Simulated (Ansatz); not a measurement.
**CH2FN (SMILES [H]/N=C/F) at HF/STO-3G**

Aim: the vertical singlet–triplet gap of CH2FN at HF/STO-3G, from 2 runs. 

Program for the calculation: Ansatz 0.2.0.

65 further runs of the same task are left out: 65 set aside as unsound or not needed.

## (1) The structure to begin with

The species is CH2FN (5 atoms), meant as a singlet with charge 0. As SMILES, `[H]/N=C/F`. Geometry: relaxed at PBE0-D4/def2-TZVP.

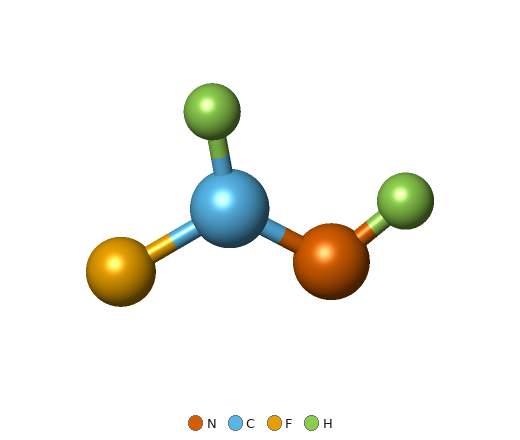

Viewed from a chosen angle; nitrogen orange, carbon blue, fluorine amber, hydrogen green.

## (2) The energy at HF/STO-3G

Contents of run.yaml:

```yaml
crystal:
  periodic: [false, false, false]
  atoms:
    - {symbol: N, position_ang: [-0.719900, -0.454400, -0.439800]}
    - {symbol: C, position_ang: [0.296500, -0.034500, 0.137300]}
    - {symbol: F, position_ang: [1.242400, -0.884800, 0.520800]}
    - {symbol: H, position_ang: [-1.343900, 0.314100, -0.667300]}
    - {symbol: H, position_ang: [0.574800, 0.986000, 0.407600]}
basis:
  gaussian: {orbitals: STO-3G}
hamiltonian: {xc: hf}
accuracy: high
```

The run is started by

```bash
$ ansatz run run.yaml --threads 1 --pin off --max-ram 2610MiB --events-out events.jsonl --progress --plain --runs-dir runs
```

The program printed:

```text
Warning: RAYON_NUM_THREADS=1 ignored (pool sized by the plan → 1); use --threads N
Functional definition: HF
  name "HF"
  exchange = exact_x
  correlation = 0
298 factors; integrals over basis functions are off by at most 1.2e-8 eV
mean field evaluation 1: about -5174.7904 eV, gradient 3.0e1 eV
mean field evaluation 2: about -5174.8935 eV, gradient 3.1e1 eV
mean field evaluation 4: about -5177.9184 eV, gradient 2.1e0 eV
mean field evaluation 8: about -5177.9524 eV, gradient 6.4e-2 eV
mean field -5177.95245449 eV, -190.2862429603 hartree, gradient 2.7e-8 eV, S^2 0.000000; 0 other end points of the search recorded, 0 dependent functions left out
reference -5177.95245449 eV, -190.2862429603 hartree; 12, 12 occupied and 5, 5 virtual orbitals, 298 factors
Total energy: -5177.95245449 eV, -190.2862429603 hartree
```

It took 0.08 s on 1 thread of Arm Neoverse V2, shared host.

## (3) The triplet

Contents of job.yaml:

```yaml
crystal:
  periodic: [false, false, false]
  atoms:
    - {symbol: N, position_ang: [-0.719900, -0.454400, -0.439800]}
    - {symbol: C, position_ang: [0.296500, -0.034500, 0.137300]}
    - {symbol: F, position_ang: [1.242400, -0.884800, 0.520800]}
    - {symbol: H, position_ang: [-1.343900, 0.314100, -0.667300]}
    - {symbol: H, position_ang: [0.574800, 0.986000, 0.407600]}
basis:
  gaussian: {orbitals: STO-3G}
magnetization: {spin_polarized: true, initial_magnetization: 2}
hamiltonian: {xc: hf}
accuracy: high
```

The run is started by

```bash
$ ansatz run job.yaml --threads 1 --pin off --max-ram 2610MiB --events-out events.jsonl --progress --plain --runs-dir runs
```

The program printed:

```text
Warning: RAYON_NUM_THREADS=1 ignored (pool sized by the plan → 1); use --threads N
Functional definition: HF
  name "HF"
  exchange = exact_x
  correlation = 0
298 factors; integrals over basis functions are off by at most 1.2e-8 eV
mean field evaluation 1: about -5170.9138 eV, gradient 1.3e1 eV
mean field evaluation 2: about -5171.0657 eV, gradient 1.3e1 eV
mean field evaluation 4: about -5173.1341 eV, gradient 2.7e0 eV
mean field evaluation 8: about -5173.3397 eV, gradient 5.5e-2 eV
mean field evaluation 16: about -5173.3379 eV, gradient 4.0e-3 eV
mean field evaluation 32: about -5173.4612 eV, gradient 2.9e-1 eV
mean field evaluation 64: about -5170.9143 eV, gradient 1.3e1 eV
mean field evaluation 96: about -5173.4443 eV, gradient 9.7e-1 eV
mean field -5173.59087726 eV, -190.1259579534 hartree, gradient 1.3e-8 eV, S^2 2.013906; 3 other end points of the search recorded, 0 dependent functions left out
reference -5173.59087726 eV, -190.1259579534 hartree; 13, 11 occupied and 4, 6 virtual orbitals, 298 factors
Total energy: -5173.59087726 eV, -190.1259579534 hartree
```

Run time: 0.16 s. Hardware: 1 thread of Arm Neoverse V2, shared host.

## (4) Outcome

At HF/STO-3G:

```
                                        quantity          value
                           singlet: total energy  -190.28624 Eh
                           triplet: total energy  -190.12596 Eh
                                   triplet: ⟨S²⟩          2.014
vertical energy of the triplet above the singlet       4.362 eV
```

At this shape the triplet lies 4.36 eV (421 kJ/mol) above the singlet. In a minimal basis such a difference can be off by several eV, whatever the method.
